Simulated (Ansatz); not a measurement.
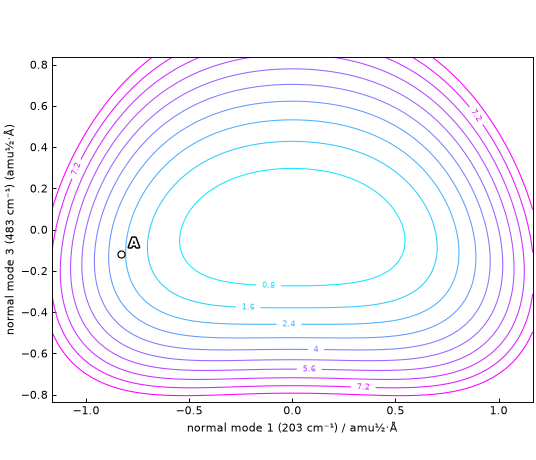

C₂H₂Ga, SMILES C#[C][GaH], spin multiplicity 2. 
- First axis: normal mode 1 (203 cm⁻¹). Second axis: normal mode 3 (483 cm⁻¹).
- Nothing is relaxed (straight displacements along the two mass-weighted modes).
- The scan uses a 15 × 15 grid; 120 points were computed and 105 follow by symmetry.
- Points are written as (first, second).
- All energies are given in kcal/mol relative to the lowest grid point.
- Method: UHF/def2-TZVP in Ansatz 0.2.0.

In the figure: contour lines labelled in kcal/mol (none above 8), the point A. Between grid points the surface is interpolated.

**Is A at rest? If not, where is it pushed?**

A, at (−0.832 amu½·Å, −0.119 amu½·Å), is not a stationary point. The computed force is 9.3 kcal/mol for each amu½·Å towards larger values of normal mode 1 (203 cm⁻¹) and nearly zero along normal mode 3 (483 cm⁻¹).
